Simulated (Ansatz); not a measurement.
# CH$_{3}$ClGeO: what the fields show

```json
{"atom": "Cl", "x (Å)": "-0.5052", "y (Å)": "-1.6142", "z (Å)": "1.6358"}
{"atom": "C", "x (Å)": "0.4687", "y (Å)": "-0.6710", "z (Å)": "0.4446"}
{"atom": "O", "x (Å)": "0.1716", "y (Å)": "-0.8672", "z (Å)": "-0.8755"}
{"atom": "Ge", "x (Å)": "-0.3038", "y (Å)": "0.8922", "z (Å)": "-0.3858"}
{"atom": "H", "x (Å)": "1.5255", "y (Å)": "-0.7362", "z (Å)": "0.7425"}
{"atom": "H", "x (Å)": "-1.8252", "y (Å)": "1.0420", "z (Å)": "-0.4064"}
{"atom": "H", "x (Å)": "0.5298", "y (Å)": "1.8865", "z (Å)": "-1.2007"}
```

Method: UKS B3LYP-D4/def2-SVP (Ansatz 0.2.0).

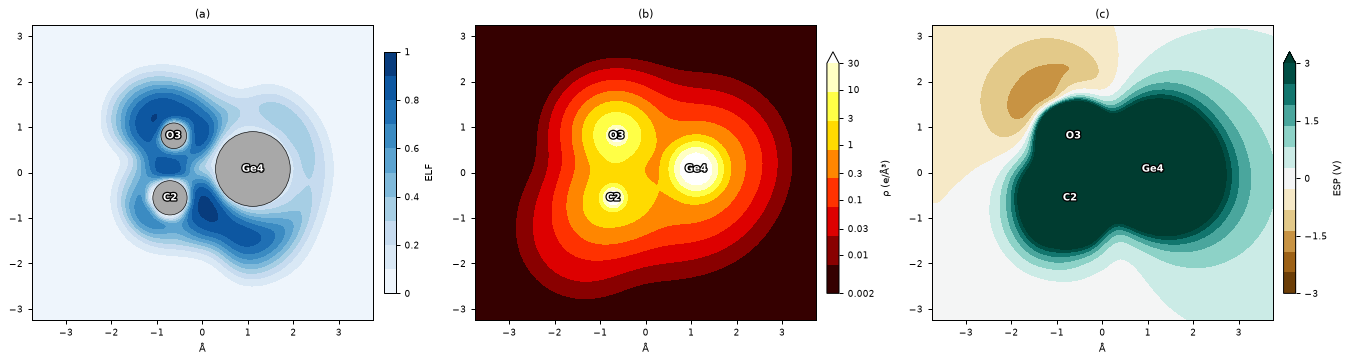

Figure 1. (a) ELF; (b) electron density; (c) electrostatic potential on the plane of atoms C2, O3 and Ge4. Grey discs cover the atomic cores in the ELF map.

**Read the bonding off the picture.**

The section cuts through C, O and Ge sites.
C–O (1.37 Å): ρ at the midpoint is about 2.3 e/Å³, with its minimum of 2 e/Å³ about 0.5 Å from C; the ELF peaks at about 0.85 between the atoms, as expected for a shared but strongly polarised pair.
Ge–O (1.89 Å): ρ is about 0.73 e/Å³ halfway; the ELF peaks at about 0.80 in the valence shell of O, 0.6 Å from its nucleus, and is about 0.25 at the midpoint.
C–Ge (1.93 Å): ρ is about 0.81 e/Å³ halfway; the ELF peaks at about 0.80 in the valence shell of C, 0.7 Å from its nucleus, and is about 0.50 at the midpoint.
The ELF also peaks beside O3, away from the bonds: lone-pair regions.
Outside the dense part of the molecule the potential is most negative (−1.8 V) near O3.

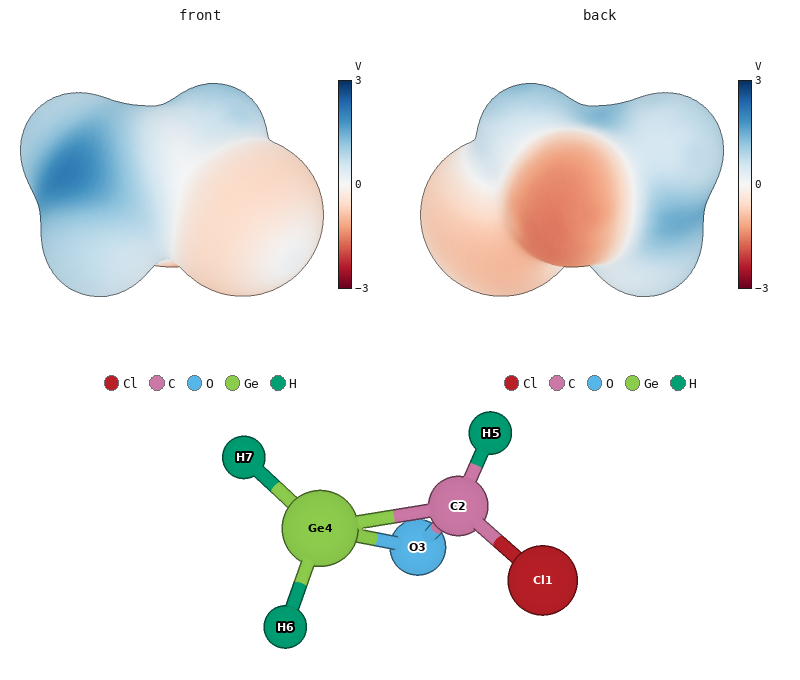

Figure 2. The molecular electrostatic potential painted on the density surface at 0.002 e/bohr³, seen from the front and from behind; red is negative and blue positive. The bare structure is drawn below in the same view.

**Describe the electrostatic potential map.**

The most negative region (about −1.6 V) lies over O3, the most positive (about +2.0 V) over Ge4. O3 is the likeliest acceptor of a hydrogen bond.

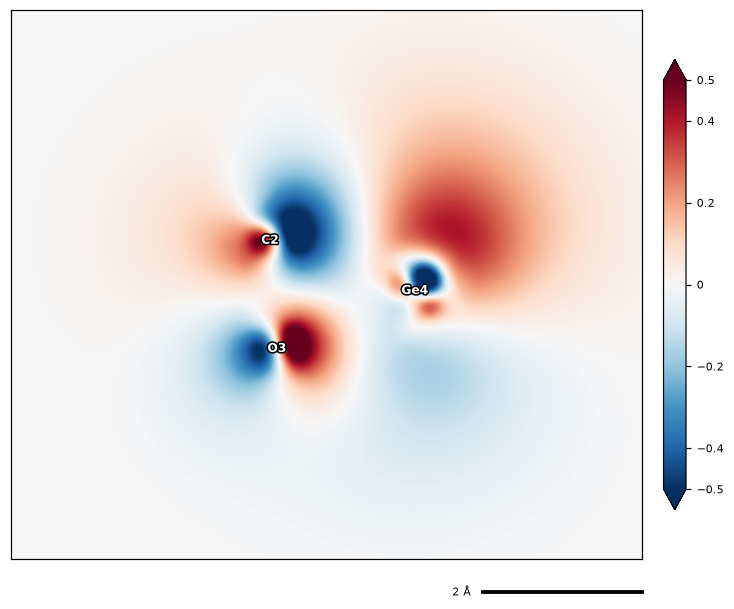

Figure 3. The LUMO on the plane of atoms O3, C2 and Ge4 (values in Å⁻³ᐟ²; the overall sign is arbitrary).

**Describe this orbital and give its energy.**

By Hirshfeld shares it lies mainly on Ge4 (about 55 %), C2 (about 15 %), O3 (about 10 %), H7 (about 5 %) and H6 (about 5 %). Its energy is −1.51 eV.
